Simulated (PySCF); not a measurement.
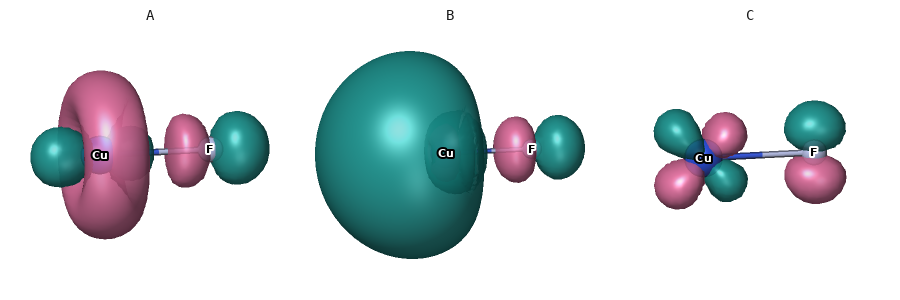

The picture shows: CuF. Three frontier orbitals, each drawn at the value that holds 80 % of its norm (teal and pink are the two phases), in no order; of a degenerate pair one member is drawn.

The calculation used PBE0/x2c-TZVPPall, spin-free X2C-1e, Gaussian nucleus, at a bond length of 1.749 Å (PySCF 2.14.0).

Question: Label each orbital by symmetry, say whether it is occupied, and order them by energy.

Answer: Orbital C: π, occupied, −7.81 eV; shared between the atoms (Cu 65 %, F 35 %).
Orbital A: σ, occupied, −7.46 eV; mainly on Cu (85 %).
Orbital B: σ, empty, −3.06 eV; mainly on Cu (90 %).
